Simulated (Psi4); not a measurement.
# PBE/6-311+G(d,p) (ints tolerance 1e-08, sweep point 4) run of Si2H5Cl (SMILES [SiH3][SiH2]Cl)

What is the vertical singlet–triplet gap of Si2H5Cl at PBE/6-311+G** (ints tolerance 1e-08, sweep point 4)? 

Program for the calculation: Psi4 1.11.

4 further runs of the same task are left out: 4 set aside as unsound or not needed. Runs told in other sessions of the task aren't counted.

### 1 Starting point

Si2H5Cl has 8 atoms, charge 0, and is taken as a singlet. As SMILES, `[SiH3][SiH2]Cl`. The coordinates come from a PBE0-D4/def2-TZVP relaxation.

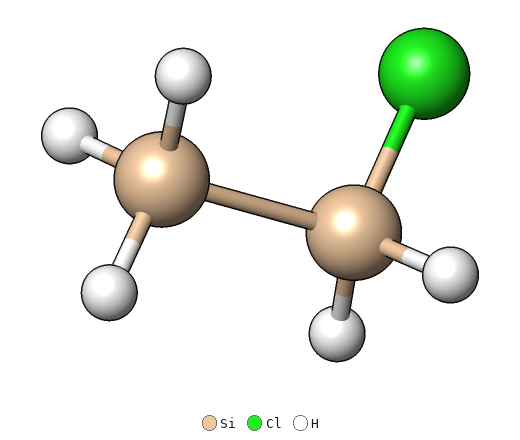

Viewed from a chosen angle; silicon light orange, chlorine green, hydrogen white.

### 2 The energy at PBE/6-311+G(d,p) (ints tolerance 1e-08, sweep point 4)

calc.inp

```
memory 1.6 GB

molecule m {
  0 1
  Si    -0.706500     0.881800    -0.390300
  Si     0.573400    -0.938800     0.325900
  Cl     2.431600    -0.252900     0.908000
  H     -2.053000     0.410100    -0.813000
  H     -0.034300     1.540700    -1.540000
  H     -0.854500     1.855700     0.722100
  H     -0.041800    -1.622800     1.491400
  H      0.777200    -1.930900    -0.759900
  symmetry c1
}

set basis 6-311+G**
set puream true
set scf_type direct
set dft_radial_points 99
set dft_spherical_points 590
set ints_tolerance 1e-08
set maxiter 60

energy("pbe")
print_variables()
```

Run with:

```
$ psi4 calc.inp calc.out -n 1
```

calc.out, cut to the lines that bear on the results:

```text
[...]
  Running in c1 symmetry.
[...]
  Nuclear repulsion =  191.508261788930213
[...]
  Multiplicity = 1
[...]
  Nalpha       = 25
  Nbeta        = 25
[...]
    Number of basis functions: 120
[...]
   @DF-RKS iter   1: -1041.61364626007730   -2.08543e-01   4.82928e-03 DIIS/ADIIS
[...]
   @RKS iter  10: -1041.74854447947359   -9.01218e-09   2.07205e-07 DIIS
[...]
    Orbital Energies [Eh]
    ---------------------
    Doubly Occupied:
       1A   -100.687859     2A    -65.429444     3A    -65.396675
       4A     -9.182028     5A     -7.006312     6A     -6.998595
       7A     -6.998569     8A     -5.086669     9A     -5.057461
      10A     -3.499591    11A     -3.495356    12A     -3.495192
      13A     -3.467702    14A     -3.467169    15A     -3.467024
      16A     -0.759952    17A     -0.524629    18A     -0.467946
      19A     -0.360838    20A     -0.351809    21A     -0.325805
      22A     -0.319696    23A     -0.316310    24A     -0.280544
      25A     -0.261132
[...]
  @RKS Final Energy: -1041.74854447947359
   => Energetics <=
    Nuclear Repulsion Energy =            191.5082617889302128
    One-Electron Energy =               -1822.5299637436369267
    Two-Electron Energy =                 660.6942080342161034
    DFT Exchange-Correlation Energy =     -71.4210505589829694
    Empirical Dispersion Energy =           0.0000000000000000
    VV10 Nonlocal Energy =                  0.0000000000000000
    Total Energy =                      -1041.7485444794735940
[...]
 Multipole Moments:
 ------------------------------------------------------------------------------------
     Multipole            Electronic (a.u.)      Nuclear  (a.u.)        Total (a.u.)
 ------------------------------------------------------------------------------------
 L = 1.  Multiply by 2.5417464519 to convert [e a0] to [Debye]
 Dipole X            :          6.8360653           -7.4416977           -0.6056325
 Dipole Y            :         -0.9879864            0.8721677           -0.1158187
 Dipole Z            :          2.6264929           -2.8305720           -0.2040792
 Magnitude           :                                                    0.6495021
[...]
```

It took 14 s on 1 thread of Intel Xeon 6975P-C (Granite Rapids), shared host; peak memory 1.4 GiB.

### 3 The triplet, same level

clh5si2.in

```
memory 1.6 GB

molecule mol {
  0 3
  Si    -0.706500     0.881800    -0.390300
  Si     0.573400    -0.938800     0.325900
  Cl     2.431600    -0.252900     0.908000
  H     -2.053000     0.410100    -0.813000
  H     -0.034300     1.540700    -1.540000
  H     -0.854500     1.855700     0.722100
  H     -0.041800    -1.622800     1.491400
  H      0.777200    -1.930900    -0.759900
  symmetry c1
}

set globals {
  reference uks
  puream true
  scf_type direct
  dft_radial_points 99
  dft_spherical_points 590
  ints_tolerance 1e-08
  maxiter 100
}

e = energy("pbe/6-311+G**")
```

Run with:

```
$ psi4 -n 1 clh5si2.in clh5si2.out
```

clh5si2.out, cut to the lines that bear on the results:

```text
[...]
  Running in c1 symmetry.
[...]
  Nuclear repulsion =  191.508261788930213
[...]
  Multiplicity = 3
[...]
  Nalpha       = 26
  Nbeta        = 24
[...]
    Number of basis functions: 120
[...]
   @DF-UKS iter   1: -1041.30642535735888    9.86783e-02   5.34314e-03 DIIS/ADIIS
[...]
   @UKS iter  13: -1041.55243556559844   -1.61428e-08   5.63880e-07 DIIS
[...]
   @S^2 Observed:                2.002003653E+00
[...]
    Orbital Energies [Eh]
    ---------------------
    Alpha Occupied:
       1A   -100.711856     2A    -65.435969     3A    -65.434612
       4A     -9.206462     5A     -7.029756     6A     -7.027239
       7A     -7.021417     8A     -5.093450     9A     -5.091533
      10A     -3.508197    11A     -3.505053    12A     -3.501934
      13A     -3.501742    14A     -3.501095    15A     -3.499123
      16A     -0.785488    17A     -0.553319    18A     -0.484532
      19A     -0.378389    20A     -0.365496    21A     -0.354413
      22A     -0.338211    23A     -0.338000    24A     -0.299487
      25A     -0.296841    26A     -0.078898
    Alpha Virtual:
[...]
  @UKS Final Energy: -1041.55243556559844
   => Energetics <=
    Nuclear Repulsion Energy =            191.5082617889302128
    One-Electron Energy =               -1821.4515227102062909
    Two-Electron Energy =                 659.7548918549836117
    DFT Exchange-Correlation Energy =     -71.3640664993059914
    Empirical Dispersion Energy =           0.0000000000000000
    VV10 Nonlocal Energy =                  0.0000000000000000
    Total Energy =                      -1041.5524355655984436
  UHF NO Occupations:
  HONO-2 :   24  A 1.9995682
  HONO-1 :   25  A 1.0000000
[...]
 Multipole Moments:
 ------------------------------------------------------------------------------------
     Multipole            Electronic (a.u.)      Nuclear  (a.u.)        Total (a.u.)
 ------------------------------------------------------------------------------------
 L = 1.  Multiply by 2.5417464519 to convert [e a0] to [Debye]
 Dipole X            :          7.0332220           -7.4416977           -0.4084757
 Dipole Y            :         -0.5096393            0.8721677            0.3625284
 Dipole Z            :          2.6326068           -2.8305720           -0.1979652
 Magnitude           :                                                    0.5809212
[...]
```

It took 22 s on 1 thread of Intel Xeon 6975P-C (Granite Rapids), shared host; peak memory 1.4 GiB.

### 4 Summary of results

Level: PBE/6-311+G** (ints tolerance 1e-08, sweep point 4).

| quantity | value |
| --- | --- |
| singlet: total energy | -1041.74854 Eh |
| singlet: dipole moment | 1.65 D |
| singlet: HOMO energy | -7.11 eV |
| singlet: LUMO energy | -1.52 eV |
| singlet: HOMO–LUMO gap | 5.58 eV |
| triplet: total energy | -1041.55244 Eh |
| triplet: dipole moment | 1.48 D |
| triplet: HOMO energy (highest over α and β) | -2.15 eV |
| triplet: ⟨S²⟩ | 2.002 |
| vertical energy of the triplet above the singlet | 5.336 eV |

At this shape the triplet lies 5.34 eV (515 kJ/mol) above the singlet.
